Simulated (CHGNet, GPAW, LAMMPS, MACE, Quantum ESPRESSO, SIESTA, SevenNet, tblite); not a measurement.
## Quantum ESPRESSO on Cd23Hg13Se20S16 with crystalline order left by the classical run (72 atoms): settings compared

How far do other settings of Quantum ESPRESSO move the forces in Cd23Hg13Se20S16 with crystalline order left by the classical run (72 atoms)? One run of the same program serves as the yardstick.

Calculated with Quantum ESPRESSO 7.5; the method is named at each step.

## Step 1: Starting point

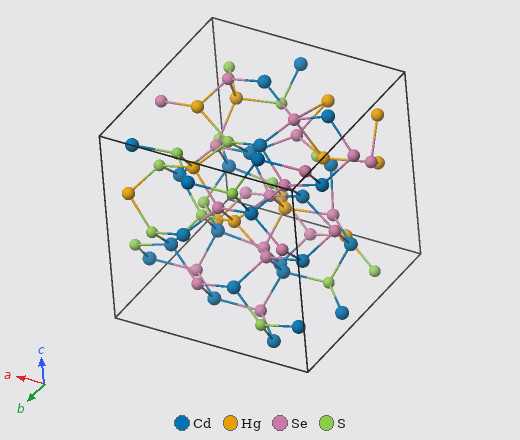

The starting structure, seen from a free direction (cadmium blue, mercury orange, selenium pink, sulfur green). Some periodic images of atoms are drawn too.

The cell holds 72 atoms: 23 Cd, 13 Hg, 20 Se and 16 S. Its edges and angles: a = 12.494 Å, b = 12.494 Å, c = 12.494 Å, α = 90.0°, β = 90.0°, γ = 90.0°. 72 atoms (23 Cd, 13 Hg, 20 Se, 16 S) placed at random at 6.2 g/cm³, melted at 2500 K for 10 ps at fixed volume with the Stillinger-Weber II-VI potential (Zhou et al., Phys. Rev. B 88, 085309 (2013)). Quenched from 2500 K to 500 K at 5 K/ps and fixed volume, held 5 ps, then minimised at fixed cell.

The yardstick, on the same geometry:

```
method                 : Kohn-Sham DFT, PBE, SSSP efficiency 1.3.0 pseudopotentials, plane waves (Quantum ESPRESSO 7.5); sssp-pbe-1.3.0-efficiency, cutoffs 60/480 Ry, Γ point
r.m.s. force component : 0.3712 eV/Å
longest force          : 2.729 eV/Å
pressure               : 1.697 GPa
time                   : 48 min on 1 thread of Arm Neoverse V2, shared host
CPU time               : 48 min
```

## Step 2: PBE, sssp-1.3.0-efficiency, 25/200 Ry

Method: Kohn-Sham DFT, PBE, SSSP efficiency 1.3.0 pseudopotentials, plane waves.

pw.in reads:

```
&control
  calculation = 'scf'
  pseudo_dir = './pseudo'
  outdir = './tmp'
  disk_io = 'none'
  tprnfor = .true.
  tstress = .true.
/
&system
  ibrav = 0
  nat = 72
  ntyp = 4
  ecutwfc = 25
  ecutrho = 200
  nosym = .true.
  occupations = 'smearing'
  smearing = 'fd'
  degauss = 0.003675
/
&electrons
  conv_thr = 3.6e-07
  electron_maxstep = 100
  mixing_beta = 0.4
  mixing_mode = 'plain'
  diagonalization = 'david'
/
ATOMIC_SPECIES
Cd 112.414 Cd.upf
Hg 200.592 Hg.upf
Se 78.971 Se.upf
S 32.060 S.upf
CELL_PARAMETERS angstrom
12.49410 0.00000 0.00000
0.00000 12.49410 0.00000
0.00000 0.00000 12.49410
ATOMIC_POSITIONS crystal
Cd 0.05686 0.66340 0.79474
Cd 0.79325 0.80862 0.34164
Cd 0.41832 0.58774 0.85398
Cd 0.73861 0.50379 0.23478
Cd 0.59513 0.40556 0.64103
Cd 0.41348 0.91000 0.28552
Cd 0.81756 0.24780 0.39835
Cd 0.14047 0.74753 0.40661
Cd 0.54955 0.00060 0.87964
Cd 0.26318 0.51598 0.57293
Cd 0.88050 0.55717 0.53398
Cd 0.62617 0.75200 0.05832
Cd 0.15616 0.41487 0.98050
Cd 0.32786 0.84508 0.67506
Cd 0.09366 0.41688 0.29699
Cd 0.61135 0.98064 0.56106
Cd 0.32754 0.16584 0.50057
Cd 0.25869 0.85916 0.00262
Cd 0.03143 0.99337 0.23648
Cd 0.53548 0.32988 0.00159
Cd 0.87788 0.92661 0.94007
Cd 0.00114 0.67725 0.11672
Cd 0.35224 0.59053 0.18045
Hg 0.28026 0.16672 0.12403
Hg 0.53935 0.66666 0.45167
Hg 0.47508 0.34327 0.33263
Hg 0.07171 0.14239 0.83589
Hg 0.31877 0.15671 0.84814
Hg 0.79097 0.50095 0.89899
Hg 0.77891 0.19821 0.75270
Hg 0.66149 0.07757 0.16831
Hg 0.94102 0.89436 0.63330
Hg 0.90340 0.25468 0.07790
Hg 0.69086 0.72894 0.74261
Hg 0.10858 0.11438 0.54292
Hg 0.23761 0.36023 0.69051
Se 0.26241 0.65622 0.72611
Se 0.08478 0.55030 0.45893
Se 0.62483 0.87842 0.22081
Se 0.03432 0.28401 0.68042
Se 0.74440 0.30281 0.93736
Se 0.00196 0.47060 0.84660
Se 0.49170 0.13179 0.04565
Se 0.53158 0.45688 0.17192
Se 0.46066 0.48007 0.49477
Se 0.41505 0.70709 0.02406
Se 0.26777 0.27473 0.31273
Se 0.80610 0.35454 0.58314
Se 0.86927 0.05075 0.10791
Se 0.79630 0.61661 0.07459
Se 0.35085 0.71947 0.34641
Se 0.05373 0.79548 0.95634
Se 0.44559 0.24184 0.67606
Se 0.35119 0.39572 0.89113
Se 0.53246 0.79894 0.61440
Se 0.14726 0.89592 0.56238
[... 12 atom lines left out ...]
S 0.89292 0.36249 0.25180
S 0.24311 0.97536 0.17213
S 0.61341 0.54704 0.78907
S 0.73843 0.62469 0.39853
K_POINTS gamma
```

On the command line:

```bash
OMP_NUM_THREADS=1 mpirun -np 4 pw.x -in pw.in > output.txt
```

Log:

```text
Program PWSCF
     gamma-point specific algorithms are used
     one sub-group per band group will be used
     scalapack distributed-memory algorithm (size of sub-group:  2*  2 procs)
     Parallelization info
     sticks:   dense  smooth     PW     G-vecs:    dense   smooth      PW
     Min        2216    1107    276               157071    55561    6955
     Max        2217    1110    279               157076    55562    6958
     Sum        8865    4437   1109               628291   222247   27825
     bravais-lattice index     =            0
     lattice parameter (alat)  =      23.6104  a.u.
     unit-cell volume          =   13161.6863 (a.u.)^3
     number of atoms/cell      =           72
     number of atomic types    =            4
     number of electrons       =       752.00
     number of Kohn-Sham states=          451
     kinetic-energy cutoff     =      25.0000  Ry
     charge density cutoff     =     200.0000  Ry
     scf convergence threshold =      3.6E-07
     mixing beta               =       0.4000
     number of iterations used =            8  plain     mixing
     Exchange-correlation=  SLA  PW   PBX  PBC
                           (   1   4   3   4   0   0   0)
     crystal axes: (cart. coord. in units of alat)
               a(1) = (   1.000000   0.000000   0.000000 )
               a(2) = (   0.000000   1.000000   0.000000 )
               a(3) = (   0.000000   0.000000   1.000000 )
     reciprocal axes: (cart. coord. in units 2 pi/alat)
               b(1) = (  1.000000  0.000000  0.000000 )
               b(2) = (  0.000000  1.000000  0.000000 )
               b(3) = (  0.000000  0.000000  1.000000 )
     PseudoPot. # 1 for Cd:
     Pseudo is Ultrasoft + core correction, Zval = 12.0
     PseudoPot. # 2 for Hg:
     Pseudo is Norm-conserving, Zval = 20.0
     PseudoPot. # 3 for Se:
     Pseudo is Ultrasoft + core correction, Zval =  6.0
     PseudoPot. # 4 for S :
     Pseudo is Ultrasoft + core correction, Zval =  6.0
     atomic species   valence    mass     pseudopotential
     Cd               12.00   112.41400     Cd( 1.00)
     Hg               20.00   200.59200     Hg( 1.00)
     Se                6.00    78.97100     Se( 1.00)
     S                 6.00    32.06000     S ( 1.00)
     No symmetry found
   Cartesian axes
     number of k points=     1  Fermi-Dirac smearing, width (Ry)=  0.0037
                       cart. coord. in units 2pi/alat
        k(    1) = (   0.0000000   0.0000000   0.0000000), wk =   2.0000000
     Dense  grid:   314146 G-vectors     FFT dimensions: ( 108, 108, 108)
     Smooth grid:   111124 G-vectors     FFT dimensions: (  75,  75,  75)
     Initial potential from superposition of free atoms
     starting charge     751.8848, renormalised to     752.0000
     Starting wfcs are  481 randomized atomic wfcs
     Self-consistent Calculation
     iteration #  1     ecut=    25.00 Ry     beta= 0.40
     Threshold (ethr) on eigenvalues was too large:
     Diagonalizing with lowered threshold
     total energy              =   -8083.70043139 Ry
     estimated scf accuracy    <       7.49514830 Ry
     iteration #  2     ecut=    25.00 Ry     beta= 0.40
     total energy              =   -8083.35222998 Ry
     estimated scf accuracy    <      14.23207751 Ry
     iteration #  3     ecut=    25.00 Ry     beta= 0.40
     total energy              =   -8085.59845265 Ry
     estimated scf accuracy    <       4.35072226 Ry
     iteration #  4     ecut=    25.00 Ry     beta= 0.40
     total energy              =   -8085.87310968 Ry
     estimated scf accuracy    <       0.53268432 Ry
     iteration #  5     ecut=    25.00 Ry     beta= 0.40
     total energy              =   -8085.90591678 Ry
     estimated scf accuracy    <       0.32623479 Ry
     iteration #  6     ecut=    25.00 Ry     beta= 0.40
     total energy              =   -8085.92860837 Ry
     estimated scf accuracy    <       0.41646723 Ry
[...]
total energy              =   -8085.96245123 Ry
[...]
iteration # 15     ecut=    25.00 Ry     beta= 0.40
     total energy              =   -8085.96245503 Ry
     estimated scf accuracy    <       0.00000250 Ry
     iteration # 16     ecut=    25.00 Ry     beta= 0.40
     total energy              =   -8085.96245535 Ry
     estimated scf accuracy    <       0.00000039 Ry
     iteration # 17     ecut=    25.00 Ry     beta= 0.40
     End of self-consistent calculation
          k = 0.0000 0.0000 0.0000 ( 13913 PWs)   bands (ev):
  -111.5736-111.5299-111.4792-111.4680-111.3599-111.3479-111.3336-111.3292
  -111.3205-111.2960-111.2846-111.2218-111.2164 -58.5310 -58.4887 -58.4452
   -58.4166 -58.3917 -58.3718 -58.3597 -58.3584 -58.3546 -58.3429 -58.3372
   -58.3223 -58.2808 -58.2518 -58.2337 -58.2285 -58.2227 -58.2182 -58.2138
   -58.2100 -58.2083 -58.2052 -58.2046 -58.2022 -58.1996 -58.1951 -58.1903
   -58.1862 -58.1727 -58.1679 -58.1664 -58.1632 -58.1581 -58.1168 -58.1063
   -58.1021 -58.0981 -58.0947 -58.0786  -7.1529  -6.6826  -6.5724  -6.4539
    -6.4370  -6.3824  -6.3496  -6.3243  -6.2900  -6.2697  -6.2574  -6.2231
[...]
10.9698  11.0596  11.0700  11.1059  11.1318  11.1603  11.2317  11.2611
    11.3031  11.3594  11.3708  11.4154  11.4794  11.5168  11.5697  11.6347
    11.6873  11.7280  11.7752  11.8147  11.8543  11.8903  11.9187  12.0064
    12.0465  12.0997  12.1233
     the Fermi energy is     6.4013 ev
!    total energy              =   -8085.96245541 Ry
     estimated scf accuracy    <       0.00000009 Ry
     smearing contrib. (-TS)   =      -0.00911096 Ry
     internal energy E=F+TS    =   -8085.95334445 Ry
     The total energy is F=E-TS. E is the sum of the following terms:
     one-electron contribution =   -4303.30721898 Ry
     hartree contribution      =    2491.22686089 Ry
     xc contribution           =   -2068.99782883 Ry
     ewald contribution        =   -4204.87515753 Ry
     convergence has been achieved in  17 iterations
     Forces acting on atoms (cartesian axes, Ry/au):
     atom    1 type  1   force =     0.00087405   -0.00230711   -0.00561350
     atom    2 type  1   force =     0.00484358    0.00666168   -0.00527961
     atom    3 type  1   force =     0.01369090    0.00808676   -0.00680125
     atom    4 type  1   force =    -0.00544146   -0.01536853    0.01211615
     atom    5 type  1   force =     0.01966493    0.00217412   -0.00503403
     atom    6 type  1   force =     0.00182488    0.01012216    0.00148922
[...]
atom   70 type  4   force =    -0.01092740   -0.01864536    0.00863507
     atom   71 type  4   force =    -0.00277676   -0.00885635    0.00252956
     atom   72 type  4   force =    -0.00855690   -0.00920661    0.00268097
     Total force =     0.215196     Total SCF correction =     0.001378
     Computing stress (Cartesian axis) and pressure
          total   stress  (Ry/bohr**3)                   (kbar)     P=     -916.11
  -0.00643303   0.00008817  -0.00001900         -946.33       12.97       -2.80
   0.00008817  -0.00611256  -0.00008577           12.97     -899.19      -12.62
  -0.00001900  -0.00008577  -0.00613721           -2.80      -12.62     -902.81
     Message from routine punch:
     Nothing written, as per user request (disk_io='none')
```

Elapsed: 3.6 min, on 4 MPI ranks of Arm Neoverse V2, shared host; peak memory 2.2 GiB.

Banners, paths, timers and routine set-up lines are dropped from the logs unmarked, and long logs keep their key lines alone; longer cuts are marked.

Against the reference:

```
r.m.s. force component                          : 0.3765 eV/Å
r.m.s. difference of force components           : 28.82 meV/Å
longest difference of force vectors             : 139.2 meV/Å
force difference over r.m.s. force              : 7.765 %
slope of forces against the reference's         : 1.011
correlation of force components                 : 0.9971
pressure                                        : -91.61 GPa
pressure difference                             : -93.31 GPa
energy less the same-level run's                : 3156 meV/atom
r.m.s. force difference from the same-level run : 28.82 meV/Å
```

This is a coarse setting, run to see what it loses.

Length of the force difference by element (eV/Å):

| element | atoms | mean | most |
| --- | --- | --- | --- |
| Cd | 23 | 0.032 | 0.093 |
| Hg | 13 | 0.069 | 0.14 |
| S | 16 | 0.044 | 0.073 |
| Se | 20 | 0.035 | 0.065 |

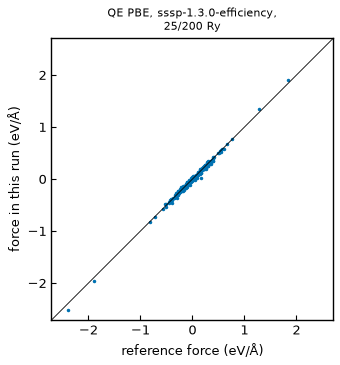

Force components against those of the reference; the line marks equality.

The surroundings of S58, picked at random, nearest first, numbered as they follow in the input and with coordinates relative to it.

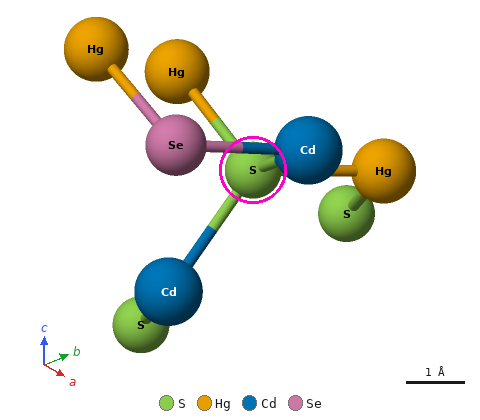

The atoms of the table, within 4.1 Å (arrows a, b, c point along x, y, z); some may hide others; the central atom is ringed.

| atom | x | y | z | distance (Å) | Fx | Fy | Fz (eV/Å) |
| --- | --- | --- | --- | --- | --- | --- | --- |
| S58 | 0.00 | 0.00 | 0.00 | 0.00 | -0.16 | -0.06 | 0.06 |
| Hg32 | 0.66 | 2.39 | -0.57 | 2.54 | 0.03 | -0.13 | -0.21 |
| Cd11 | -0.10 | -1.82 | -1.81 | 2.57 | -0.05 | -0.08 | 0.14 |
| Cd1 | 2.11 | -0.49 | 1.45 | 2.60 | 0.02 | -0.06 | -0.14 |
| Hg34 | -2.47 | 0.32 | 0.80 | 2.61 | 0.20 | -0.10 | -0.09 |
| Se42 | 1.42 | -2.90 | 2.10 | 3.85 | -0.36 | -0.32 | -0.35 |
| Hg29 | -1.22 | -2.52 | 2.75 | 3.93 | 0.27 | 0.15 | -0.02 |
| S62 | -1.07 | 2.98 | -2.34 | 3.93 | -0.21 | 0.49 | 0.06 |
| S72 | -1.87 | -0.98 | -3.50 | 4.09 | -0.22 | -0.24 | 0.07 |

Forces lie 7.8 % from the reference's, at 0.30 times its CPU time (on 4 against 1 cores).

Within one program, basis, potentials and functional, energies share a zero. Each run against its twin at the usual cutoff or grid and solver:

| run | twin | Δ energy (meV/atom) | Δ force, r.m.s. (meV/Å) | CPU time over the twin's |
| --- | --- | --- | --- | --- |
| QE PBE, sssp-1.3.0-efficiency, 25/200 Ry | sssp-1.3.0-efficiency, 60/480 Ry | 3156 | 28.8 | 0.30 (this twin ran on 1 cores) |

## Step 3: Summary of results

```json
{
 "force difference from the reference": "QE PBE, sssp-1.3.0-efficiency, 25/200 Ry (coarse), 7.8 %",
 "its CPU time": "14 min"
}
```

Runs with settings chosen to be coarse differ by 7.8 % (QE PBE, sssp-1.3.0-efficiency, 25/200 Ry). One electronic-structure run takes under half the reference's CPU time: QE PBE, sssp-1.3.0-efficiency, 25/200 Ry, at 7.8 % in 14 min against 48 min; its pressure misses by -93.3 GPa. In pressure, QE PBE, sssp-1.3.0-efficiency, 25/200 Ry misses by -93.3 GPa, at the same functional; a cutoff this low leaves a large Pulay stress. The reference's pressure holds the uncorrected Pulay stress of its 60 Ry basis, so small pressure differences, and their order, may be the reference's own error. The quench rate of 5 K/ps is many orders above laboratory rates, so the cell is likely richer in defects and strain than a real sample. The network of bonds at the start is that of the classical potential that made the cell, and needn't be the one that DFT or experiment would give. The reference's stress is far from hydrostatic: its diagonal is -1.3, 3.4, 3.0 GPa, compression counted positive. The reference's pressure of 1.7 GPa belongs to a cell and atoms that aren't relaxed at this level. The electronic-structure runs sample only Γ, in a cell whose shortest periodic width is 12 Å, which is coarse for a cell with partly filled levels. Spin–orbit coupling is left out, which matters for the levels of the heavy elements.

[Also dropped from logs without a mark: logging warnings of Python, and SIESTA's first energy breakdown and zero terms.]

[Logs are printed without paths, hosts, clocks, repeated set-up lines and the standing remarks that a program may print on its own settings, such as how far it seeks lower states.]

[Hosts, paths, dates, database ids (printed as entryN), source tags and the programs' standing remarks are cut or masked in the printed files.]
